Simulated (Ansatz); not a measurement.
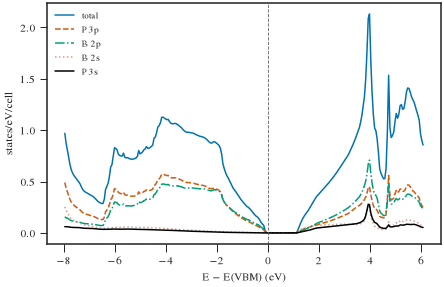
Figure. Total and projected density of states of BP (zinc blende, F-43m), the program Ansatz at the PBEsol level (PAW)

Task: Which orbitals carry the states next to the gap?

Result: Top 1 eV of the valence band: B 2p 52 %, P 3p 44 %. Bottom 1 eV of the conduction band: B 2p 24 %, B 2s 23 %, P 3p 23 %, P 3s 12 %, outside the projected shells 17 %. Projections are on Löwdin-orthogonalised atomic valence shells; empty p or d shells of many metals are not among them.

Task: Where is the tallest occupied peak in this window, and what makes it?

Result: Near -4.1 eV, about 1.1 states/eV per cell; the largest projected share is P 3p.

Symmetry was held in the PBEsol relaxation.

Potentials: the earlier of the program's two PAW sets. The files were generated under PBE; for other functionals the program regenerates the frozen cores, and for LDA and PBEsol the local potential too.
